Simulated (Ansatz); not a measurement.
Al$_{2}$BP$_{3}$

```
Al B P
1.0
     4.25277    0.00000    0.00000
    -2.12639    3.68301    0.00000
     0.00000    0.00000    8.32540
Al B P
2 1 3
Direct
  0.00000 0.00000 0.75845
  0.00000 0.00000 0.24155
  0.00000 0.00000 0.00000
  0.33333 0.66667 0.00000
  0.66667 0.33333 0.00000
  0.00000 0.00000 0.50000
```

Space group P6/mmm; a structure generated by program, which may or may not match a known phase.

Theory: DFT PBE, scalar-relativistic, plane waves, PAW (Ansatz).

> What can the converged valence pseudo-density and electron localisation function tell about the bonding?

Al–B (2.01 Å): ρ at the midpoint is about 0.6 e/Å³; the ELF peaks at about 0.95 between the atoms.
Al–P (2.15 Å): ρ is about 0.62 e/Å³ halfway; the ELF peaks at about 0.85 in the valence shell of P, 1.1 Å from its nucleus, and is about 0.85 at the midpoint.
P–P (2.46 Å): the density is about 0.45 e/Å³ at the midpoint; the ELF peaks at about 0.75 in the valence shell of P, 0.8 Å from its nucleus, and is about 0.60 at the midpoint.

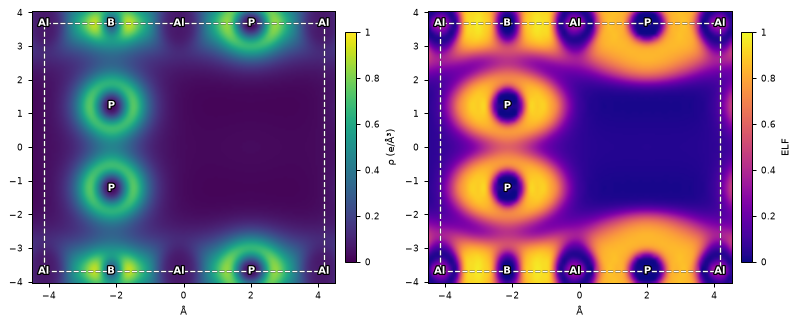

Computed valence pseudo-density and electron localisation function on the (110) plane of the conventional cell, in this order. 

Core electrons are frozen (PAW), and the valence fields are smoothed inside the atomic spheres.
